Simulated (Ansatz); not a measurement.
# Changed inputs in constrained RPA: Rb2CdAgBr6 (double perovskite) (Fm-3m)

Aim: hold the target of a cRPA run on Rb2CdAgBr6 (double perovskite) (Fm-3m) and move one thing at a time.

Calculated with Ansatz 0.2.0; constrained RPA on PBEsol, plane waves, PAW.

The structure was built from a prototype and need not be the compound's stable phase.

### Step 1. Set-up

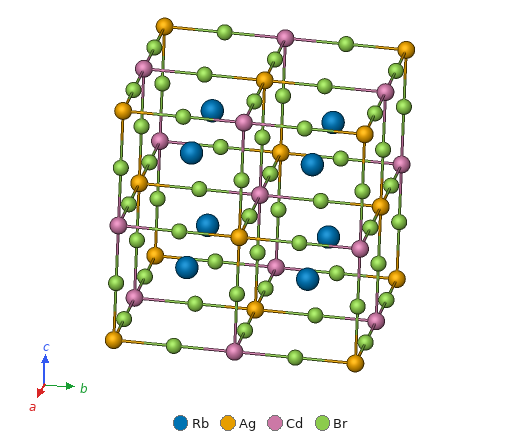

Start, viewed slightly off an axis; rubidium blue, silver orange, cadmium pink, bromine green. This picture shows the conventional cell, with its axes. Some periodic images of atoms are drawn too.

The structure was relaxed with PBEsol. The structure type comes from a generator and need not be one that this composition takes. The structure was generated from a model, not taken from a measurement. The runs that relaxed it are not among those shown. The program's search for lower electronic states was switched off, so nothing shows that the state found is the lowest. The default PAW set here is soft_2. Its files were made with PBE.

### Step 2. Base: Ag d + anion p, bands v23 to v1, 2×2×2 mesh, medium accuracy

Constrained RPA screens the interaction with every transition except those inside the target bands, which a later many-body model would treat itself.

File input.yaml:

```yaml
crystal:
  lattice:
    - [0.0, 5.38339723, -5.38339723]
    - [5.38339723, 5.38339723, 0.0]
    - [5.38339723, 0.0, -5.38339723]
  atoms:
    - { symbol: Rb, position: [0.25, 0.25, 0.25] }
    - { symbol: Rb, position: [0.75, 0.75, 0.75] }
    - { symbol: Ag, position: [0.0, 0.0, 0.0] }
    - { symbol: Cd, position: [0.5, 0.5, 0.5] }
    - { symbol: Br, position: [0.2485294128, 0.2485294128, 0.7514705872] }
    - { symbol: Br, position: [0.7514705872, 0.7514705872, 0.2485294128] }
    - { symbol: Br, position: [0.2485294128, 0.7514705872, 0.2485294128] }
    - { symbol: Br, position: [0.7514705872, 0.2485294128, 0.7514705872] }
    - { symbol: Br, position: [0.7514705872, 0.2485294128, 0.2485294128] }
    - { symbol: Br, position: [0.2485294128, 0.7514705872, 0.7514705872] }
kpoints:
  mp_grid: { grid: [4, 4, 4] }
hamiltonian:
  xc: pbesol
scf:
  occupations: { method: gaussian, width: 0.08 }
  n_extra_bands: 19
  max_iter: 150
  lower_state_search: "off"
output:
  crpa:
    kmesh: [2, 2, 2]
    target_bands: [v23, v1]
    projections: [{ species: Ag, l: d, shell: 4 }, { species: Br, l: p, shell: 4 }]
  local_orbitals:
    kmesh: [4, 4, 4]
    orbitals: [{ species: Ag, l: d, shell: 4 }, { species: Br, l: p, shell: 4 }]
    window: { bands: [v23, v1] }
    seedname: lo
```

Command:

```console
> ansatz run input.yaml --threads 8 --pin off --max-ram 14745MiB --backend cpu --events-out ev --progress --plain --runs-dir out
```

Numbers of over 12 decimals in the logs are rounded to 6 here.

Output:

```text
scf.n_extra_bands = 19 over 50 filled bands (N_el = 99.0): the run solves 69 bands
Engine: ansatz 0.2.0, aarch64-unknown-linux-gnu
Pseudopotentials: kind: paw
Pseudopotential: Rb, paw, valence charge 9, recommended cutoff 420 eV (normal), Rb.paw.azcp
Pseudopotential: Ag, paw, valence charge 19, recommended cutoff 420 eV (normal), Ag.paw.azcp
Pseudopotential: Cd, paw, valence charge 20, recommended cutoff 420 eV (normal), Cd.paw.azcp
Pseudopotential: Br, paw, valence charge 7, recommended cutoff 420 eV (normal), Br.paw.azcp
Functional definition: PBEsol
  exchange = pbesol_x
  correlation = pbesol_c
Crystal: 10 atoms, lattice volume = 312.032 Å³
Basis set: ecut = 420 eV, 6081 PW (Γ)
Bands: 69, of which v1, the nominal top of the filled ones, is band 50 counted from 1 (49 counted from 0)
Symmetry: 48 space group operations
Space group: Fm-3m (ITA 225), of the structure as read, at distance tolerance 6.8e-5 Å
k-points: 8 of 64
Non-local potential: Rb, projectors of the file, l = 0: 3, l = 1: 2, l = 2: 2
Non-local potential: Ag, projectors of the file, l = 0: 3, l = 1: 2, l = 2: 2, l = 3: 1
Non-local potential: Cd, projectors of the file, l = 0: 3, l = 1: 2, l = 2: 2, l = 3: 1
Non-local potential: Br, projectors of the file, l = 0: 2, l = 1: 2, l = 2: 2
PAW form: soft (Blöchl's): semilocal exchange-correlation on the pseudo side does not see the compensation charge
PAW frozen core: Rb, regenerated for the run's functional, and the local potential with it (the file was generated under x = pbe(κ = 0.804, μ = 0.219515), c = pbe(β = 0.066725))
PAW frozen core: Ag, regenerated for the run's functional, and the local potential with it (the file was generated under x = pbe(κ = 0.804, μ = 0.219515), c = pbe(β = 0.066725))
PAW frozen core: Cd, regenerated for the run's functional, and the local potential with it (the file was generated under x = pbe(κ = 0.804, μ = 0.219515), c = pbe(β = 0.066725))
PAW frozen core: Br, regenerated for the run's functional, and the local potential with it (the file was generated under x = pbe(κ = 0.804, μ = 0.219515), c = pbe(β = 0.066725))
PAW one-centre angular grid: Rb, 110 points (default); XC on 64 Gauss nodes
PAW one-centre angular grid: Ag, 590 points (default); XC on 64 Gauss nodes
PAW one-centre angular grid: Cd, 590 points (default); XC on 64 Gauss nodes
PAW one-centre angular grid: Br, 110 points (default); XC on 64 Gauss nodes
Initial density: superposition of atomic densities (neutral atoms: chi_scale 0, normalization atom), corrected by the library's trained network
Initial wavefunctions: pseudopotential atomic-orbital guess
Functional: x = pbesol(κ = 0.804, μ = 0.123457), c = pbesol(β = 0.046)
[...]
k-point 1: bands = [... 46 lower, 3.2683, 3.4255, 4.0304, 4.0304, 6.0702, 8.5831, 8.8953, 9.6303, ... 15 higher]
  k-point 2: bands = [... 46 lower, 3.2938, 3.2938, 3.6878, 3.6878, 7.2307, 8.0523, 9.5749, 9.5848, ... 15 higher]
  k-point 7: bands = [... 46 lower, 3.2194, 3.2194, 3.4691, 3.8103, 8.2761, 9.1801, 10.4506, 10.4506, ... 15 higher]
--- cRPA (band scheme, projected local orbitals): target bands 28..50 (1-based), 23 Wannier function(s), 2×2×2 mesh, 100 bands' worth read of 105 solved, ecut_chi 136.0 eV, v(q+G=0) probe_charge, pair densities all_electron ---
  bands read: the sum over 100 bands ends inside a degenerate multiplet in 1 slot, whose members it reads at an even weight; the widest, k=0: bands 100 to 102 (counted from 1) at 1/3 each
  χ-basis size per q: N_G = 1106..1158
  window electrons = 45.0000, filled by tetrahedron_uncorrected; constrained ε̄⁻¹(q = 0, 0) head = 0.233280; min gauge Gram eig = 0.5678
  Kanamori averages over each shell's own Wannier functions (sites counted from 0, functions from 1):
  Each shell's averages of U are screened by what lies outside the whole window alone: parameters of one model of all the shells.
    Site 2, 4D, 5 of 5 d orbitals (Wannier functions 1, 2, 3, 4, 5; wannier90's mr 1, 2, 3, 4, 5):
      screened: U = 6.2838 eV, U' = 5.1773 eV, J = 0.5522 eV
      screened, to within: U = 7.4e-3 eV, U' = 7.4e-3 eV, J = 8.0e-4 eV
      bare: V = 18.7664 eV, V' = 17.3307 eV, J = 0.7154 eV
    Site 4, 4P, 3 of 3 p orbitals (Wannier functions 6, 7, 8; wannier90's mr 1, 2, 3):
      screened: U = 4.4726 eV, U' = 3.5853 eV, J = 0.4131 eV
      screened, to within: U = 5.1e-3 eV, U' = 5.0e-3 eV, J = 6.2e-4 eV
      bare: V = 11.6961 eV, V' = 10.3522 eV, J = 0.6231 eV
    Site 5, 4P, 3 of 3 p orbitals (Wannier functions 9, 10, 11; wannier90's mr 1, 2, 3):
      screened: U = 4.4726 eV, U' = 3.5853 eV, J = 0.4131 eV
      screened, to within: U = 5.1e-3 eV, U' = 5.0e-3 eV, J = 6.2e-4 eV
      bare: V = 11.6961 eV, V' = 10.3522 eV, J = 0.6231 eV
    Site 6, 4P, 3 of 3 p orbitals (Wannier functions 12, 13, 14; wannier90's mr 1, 2, 3):
      screened: U = 4.4726 eV, U' = 3.5853 eV, J = 0.4131 eV
      screened, to within: U = 5.1e-3 eV, U' = 5.0e-3 eV, J = 6.2e-4 eV
      bare: V = 11.6961 eV, V' = 10.3522 eV, J = 0.6231 eV
    Site 7, 4P, 3 of 3 p orbitals (Wannier functions 15, 16, 17; wannier90's mr 1, 2, 3):
      screened: U = 4.4726 eV, U' = 3.5853 eV, J = 0.4131 eV
      screened, to within: U = 5.1e-3 eV, U' = 5.0e-3 eV, J = 6.2e-4 eV
      bare: V = 11.6961 eV, V' = 10.3522 eV, J = 0.6231 eV
    Site 8, 4P, 3 of 3 p orbitals (Wannier functions 18, 19, 20; wannier90's mr 1, 2, 3):
      screened: U = 4.4726 eV, U' = 3.5853 eV, J = 0.4131 eV
      screened, to within: U = 5.1e-3 eV, U' = 5.0e-3 eV, J = 6.2e-4 eV
      bare: V = 11.6961 eV, V' = 10.3522 eV, J = 0.6231 eV
    Site 9, 4P, 3 of 3 p orbitals (Wannier functions 21, 22, 23; wannier90's mr 1, 2, 3):
      screened: U = 4.4726 eV, U' = 3.5853 eV, J = 0.4131 eV
      screened, to within: U = 5.1e-3 eV, U' = 5.0e-3 eV, J = 6.2e-4 eV
      bare: V = 11.6961 eV, V' = 10.3522 eV, J = 0.6231 eV
  Hermiticity witness max|P − P†| over intra, direct and exchange elements: 1.87e-14 eV (screened), 8.93e-16 eV (bare)
  Reality witness max|Im| over intra, direct and exchange elements: 2.11e-12 eV (screened), 7.96e-16 eV (bare)
[key lines of the parts left out:]
SCF converged after 9 iterations
Free energy (F): -38569.255066 eV
Fermi energy:    4.052358 eV
```

The job ended after 5.9 min (8 threads of Arm Neoverse N1, shared host; peak memory 3.5 GiB).

In the SCF lines HF is the Harris–Foulkes energy and dr2 the Hartree energy of the density residual, in eV; the loop may stop once dr2 is under the threshold and the program's other checks hold. Hψ counts applications of the Hamiltonian.

Numbers from this step:

| Quantity | Value |
| --- | --- |
| U | 6.284 eV |
| U prime (inter-orbital) | 5.177 eV |
| J | 0.5522 eV |
| bare V | 18.77 eV |
| bare J | 0.7154 eV |
| stated bound on U | 0.007304 eV |
| U over bare V | 0.3348 |
| electrons in the window | 45.00 |
| head of the constrained inverse dielectric matrix | 0.2333 |
| least eigenvalue of the projection's overlap | 0.5678 |
| target functions | 23 |
| bands in the sums | 100 |
| r.m.s. miss of the model bands | 0.001521 eV |
| width of the target bands | 5.945 eV |
| weight of the projected orbitals in the window | 0.9463 |

On the Ag d shell, screening brings the on-site interaction from 18.8 eV down to U = 6.28 eV.

### Step 3. Changed: smooth pair densities

input.yaml, as its differences from that of step 2:

```diff
@@ -30,6 +30,2 @@
     projections: [{ species: Ag, l: d, shell: 4 }, { species: Br, l: p, shell: 4 }]
-  local_orbitals:
-    kmesh: [4, 4, 4]
-    orbitals: [{ species: Ag, l: d, shell: 4 }, { species: Br, l: p, shell: 4 }]
-    window: { bands: [v23, v1] }
-    seedname: lo
+    pair_densities: pseudo
```

Output:

```text
[...]
Crystal: 10 atoms, lattice volume = 312.032 Å³
Basis set: ecut = 420 eV, 6081 PW (Γ)
Bands: 69, of which v1, the nominal top of the filled ones, is band 50 counted from 1 (49 counted from 0)
[... 1 set-up line as in the run before ...]
[...]
k-points: 8 of 64
[...]
SCF iter   1: F=—  HF=-38569.260667 eV  |F-HF|=—  |Δ(HF+E_count)|=         —  Δρ=3.62e-3  dr2=4.06e-2  ethr=1.77e-3  ⟨swp⟩=8.8  Hψ=2727  notcnv=0  defer=40
[...]
SCF iter   9: F=-38569.255066 eV  HF=-38569.255066 eV  |F-HF|=7.98e-9  |Δ(HF+E_count)|=   1.28e-8  Δρ=2.03e-6  dr2=1.24e-8  ethr=1.01e-10  ⟨swp⟩=13.2  Hψ=2425  notcnv=0
SCF 1 converged in 9 iterations: F = -38569.255066 eV  dr2 = 1.24e-8
[...]
NSCF: frozen V_eff on 3 k-points
[...]
cRPA screening: q 1/8
cRPA screening: q 2/8
cRPA screening: q 5/8 (q-point 4)
cRPA screening: q 8/8
SCF converged after 9 iterations
Free energy (F): -38569.255066 eV
[...]
bare: V = 11.6961 eV, V' = 10.3522 eV, J = 0.6231 eV
    Site 7, 4P, 3 of 3 p orbitals (Wannier functions 15, 16, 17; wannier90's mr 1, 2, 3):
      screened: U = 4.4814 eV, U' = 3.5864 eV, J = 0.4167 eV
      screened, to within: U = 1.9e-3 eV, U' = 1.9e-3 eV, J = 2.2e-4 eV
      screened, sum over states alone: U = 4.8650 eV, U' = 3.7152 eV, J = 0.5329 eV
      bare: V = 11.6961 eV, V' = 10.3522 eV, J = 0.6231 eV
    Site 8, 4P, 3 of 3 p orbitals (Wannier functions 18, 19, 20; wannier90's mr 1, 2, 3):
      screened: U = 4.4814 eV, U' = 3.5864 eV, J = 0.4167 eV
      screened, to within: U = 1.9e-3 eV, U' = 1.9e-3 eV, J = 2.2e-4 eV
      screened, sum over states alone: U = 4.8650 eV, U' = 3.7152 eV, J = 0.5329 eV
      bare: V = 11.6961 eV, V' = 10.3522 eV, J = 0.6231 eV
    Site 9, 4P, 3 of 3 p orbitals (Wannier functions 21, 22, 23; wannier90's mr 1, 2, 3):
      screened: U = 4.4814 eV, U' = 3.5864 eV, J = 0.4167 eV
      screened, to within: U = 1.9e-3 eV, U' = 1.9e-3 eV, J = 2.2e-4 eV
      screened, sum over states alone: U = 4.8650 eV, U' = 3.7152 eV, J = 0.5329 eV
      bare: V = 11.6961 eV, V' = 10.3522 eV, J = 0.6231 eV
[...]
[key lines of the parts left out:]
Fermi energy:    4.052358 eV
```

Elapsed: 5.2 min, on 8 threads; peak memory 3.4 GiB.

This step gave:

| Item | Value |
| --- | --- |
| U | 6.341 eV |
| U prime (inter-orbital) | 5.167 eV |
| J | 0.5860 eV |
| bare V | 18.77 eV |
| bare J | 0.7154 eV |
| stated bound on U | 0.003207 eV |
| U over bare V | 0.3379 |
| electrons in the window | 45.00 |
| head of the constrained inverse dielectric matrix | 0.2336 |
| least eigenvalue of the projection's overlap | 0.5678 |
| target functions | 23 |
| bands in the sums | 100 |
| width of the target bands | 5.945 eV |
| weight of the projected orbitals in the window | 0.9463 |

On the Ag d shell, screening brings the on-site interaction from 18.8 eV down to U = 6.34 eV.

### Step 4. Changed: accuracy low

input.yaml, as its differences from that of step 3:

```diff
@@ -30,2 +30,2 @@
     projections: [{ species: Ag, l: d, shell: 4 }, { species: Br, l: p, shell: 4 }]
-    pair_densities: pseudo
+    accuracy: low
```

Output:

```text
[...]
Crystal: 10 atoms, lattice volume = 312.032 Å³
Basis set: ecut = 420 eV, 6081 PW (Γ)
Bands: 69, of which v1, the nominal top of the filled ones, is band 50 counted from 1 (49 counted from 0)
[... 1 set-up line as in the run before ...]
[...]
k-points: 8 of 64
[...]
screened: U = 4.4721 eV, U' = 3.5858 eV, J = 0.4125 eV
      screened, to within: U = 5.3e-2 eV, U' = 5.3e-2 eV, J = 6.2e-3 eV
      bare: V = 11.6961 eV, V' = 10.3522 eV, J = 0.6231 eV
    Site 9, 4P, 3 of 3 p orbitals (Wannier functions 21, 22, 23; wannier90's mr 1, 2, 3):
      screened: U = 4.4721 eV, U' = 3.5858 eV, J = 0.4125 eV
      screened, to within: U = 5.3e-2 eV, U' = 5.3e-2 eV, J = 6.2e-3 eV
      bare: V = 11.6961 eV, V' = 10.3522 eV, J = 0.6231 eV
[...]
[key lines of the parts left out:]
SCF converged after 9 iterations
Free energy (F): -38569.255066 eV
Fermi energy:    4.052358 eV
```

It took 3.5 min on 8 threads; peak memory 3.4 GiB.

This step gave:

```
U                                                 : 6.285 eV
U prime (inter-orbital)                           : 5.179 eV
J                                                 : 0.5518 eV
bare V                                            : 18.77 eV
bare J                                            : 0.7154 eV
stated bound on U                                 : 0.1179 eV
U over bare V                                     : 0.3349
electrons in the window                           : 45.00
head of the constrained inverse dielectric matrix : 0.2332
least eigenvalue of the projection's overlap      : 0.5678
target functions                                  : 23
bands in the sums                                 : 100
width of the target bands                         : 5.945 eV
weight of the projected orbitals in the window    : 0.9463
```

On the Ag d shell, screening brings the on-site interaction from 18.8 eV down to U = 6.28 eV.

### Step 5. Changed: orbitals of another atom

input.yaml, as its differences from that of step 4:

```diff
@@ -29,3 +29,2 @@
     target_bands: [v23, v1]
-    projections: [{ species: Ag, l: d, shell: 4 }, { species: Br, l: p, shell: 4 }]
-    accuracy: low
+    projections: [{ species: Br, l: p }]
```

Output:

```text
Error: invalid value for `output.crpa.projections`: 18 orbital(s) selected but the target window spans 23 band(s); name one orbital per band of it
```

Run time: 0.18 s. Hardware: 8 threads; peak memory 0.1 GiB.

The program refused the input before any cycle.

The program's message: “Error: invalid value for `output.crpa.projections`: 18 orbital(s) selected but the target window spans 23 band(s); name one orbital per band of it”

The fault put into this input: trial orbitals that do not match the target bands.

### Step 6. Changed: r2SCAN

This step: constrained RPA on r2SCAN, plane waves, PAW.

input.yaml, as its differences from that of step 5:

```diff
@@ -19,3 +19,3 @@
 hamiltonian:
-  xc: pbesol
+  xc: r2scan
 scf:
@@ -29,2 +29,2 @@
     target_bands: [v23, v1]
-    projections: [{ species: Br, l: p }]
+    projections: [{ species: Ag, l: d, shell: 4 }, { species: Br, l: p, shell: 4 }]
```

Output:

```text
[...]
Crystal: 10 atoms, lattice volume = 312.032 Å³
Basis set: ecut = 500 eV, 7823 PW (Γ), exchange–correlation on 240×240×240 points (64 copies of the dense FFT grid, shifted against one another)
Bands: 69, of which v1, the nominal top of the filled ones, is band 50 counted from 1 (49 counted from 0)
[... 1 set-up line as in the run before ...]
[...]
k-points: 8 of 64
[...]
screened: U = 5.0123 eV, U' = 4.0952 eV, J = 0.4306 eV
      screened, to within: U = 6.1e-3 eV, U' = 6.1e-3 eV, J = 6.8e-4 eV
      bare: V = 11.8367 eV, V' = 10.4764 eV, J = 0.6366 eV
    Site 9, 4P, 3 of 3 p orbitals (Wannier functions 21, 22, 23; wannier90's mr 1, 2, 3):
      screened: U = 5.0123 eV, U' = 4.0952 eV, J = 0.4306 eV
      screened, to within: U = 6.1e-3 eV, U' = 6.1e-3 eV, J = 6.8e-4 eV
      bare: V = 11.8367 eV, V' = 10.4764 eV, J = 0.6366 eV
[...]
[key lines of the parts left out:]
SCF converged after 10 iterations
Free energy (F): -39197.316196 eV
Fermi energy:    3.837122 eV
```

It took 8.1 min on 8 threads; peak memory 5 GiB.

This step gave:

| Property | Result |
| --- | --- |
| U | 6.990 eV |
| U prime (inter-orbital) | 5.860 eV |
| J | 0.5647 eV |
| bare V | 18.97 eV |
| bare J | 0.7264 eV |
| stated bound on U | 0.009010 eV |
| U over bare V | 0.3686 |
| electrons in the window | 45.00 |
| head of the constrained inverse dielectric matrix | 0.2938 |
| least eigenvalue of the projection's overlap | 0.6108 |
| target functions | 23 |
| bands in the sums | 100 |
| width of the target bands | 5.891 eV |
| weight of the projected orbitals in the window | 0.9521 |

On the Ag d shell, screening brings the on-site interaction from 19.0 eV down to U = 6.99 eV.

### Step 7. Side by side

Times are wall times on 8 threads of Arm Neoverse N1, shared host, good to a factor of about two.

```tsv
run	bare V (eV)	U (eV)	J (eV)	bound on U (eV)	width (eV)	time
target window	18.77	6.284	0.552	0.0073	5.95	5.9 min
smooth pair densities	18.77	6.341	0.586	0.0032	5.95	5.2 min
accuracy low	18.77	6.285	0.552	0.1179	5.95	3.5 min
r2SCAN	18.97	6.990	0.565	0.0090	5.89	8.1 min
```

### Step 8. What came out

```json
{
 "target window": "U 6.28 eV, J 0.55 eV",
 "smooth pair densities": "U 6.34 eV, J 0.59 eV",
 "accuracy low": "U 6.28 eV, J 0.55 eV",
 "r2SCAN": "U 6.99 eV, J 0.56 eV"
}
```

In words: Smooth pair densities moves U by +0.06 eV. Accuracy low moves U by +0.001 eV (within the solver's bounds, for the mean over orbitals). r2SCAN moves U by +0.71 eV. The printed bound covers the solver alone, not the mesh, and no denser mesh than the base was run. The parent state is non-magnetic and the interaction static (zero frequency); U depends on the window and the orbitals, so it belongs to this model alone. A window that holds the anion p bands defines a model with explicit ligands; its U belongs to that model and is not the U of DFT+U. Coarse meshes can leave U off its limit, most where the target bands are metallic.

[Paths, hosts, dates, memory and timing lines, banners, echoed tables and standing remarks are left out of the program output.]

[Logs are printed without paths, hosts, clocks, repeated set-up lines and the standing remarks that a program may print on its own settings, such as how far it seeks lower states.]

[Runs of the session that timed out or met a known fault of the program may be left out.]

[Hosts, paths, dates, database ids (printed as entryN), source tags and the programs' standing remarks are cut or masked in the printed files.]
